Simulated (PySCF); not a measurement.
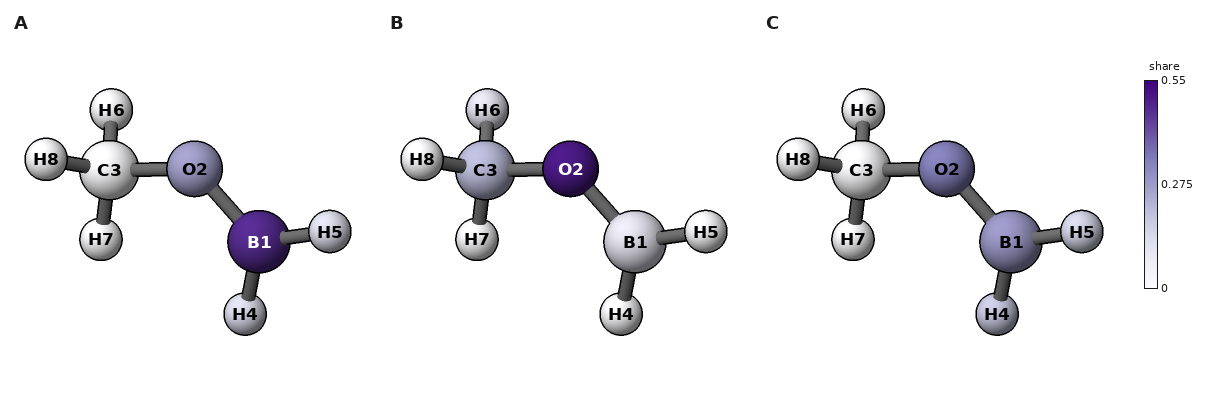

Each panel colours the atoms by their Löwdin share in one orbital (up to four of the largest shares; other atoms are shown as zero). Computed geometry: PBE0-D3(BJ)/def2-SVP optimisation. No frequency run is at hand to confirm it as a minimum. Method: ωB97X-D/def2-SVPD (PySCF 2.14.0).

The panels show the HOMO−1, HOMO, LUMO, in some order. Which is which?

A: LUMO, 1.54 eV; B1 0.47, O2 0.26, H4 0.12, H5 0.11
B: HOMO−1, −11.32 eV; O2 0.50, C3 0.21, H6 0.10, B1 0.09
C: HOMO, −10.53 eV; O2 0.33, B1 0.28, H4 0.17, H5 0.14
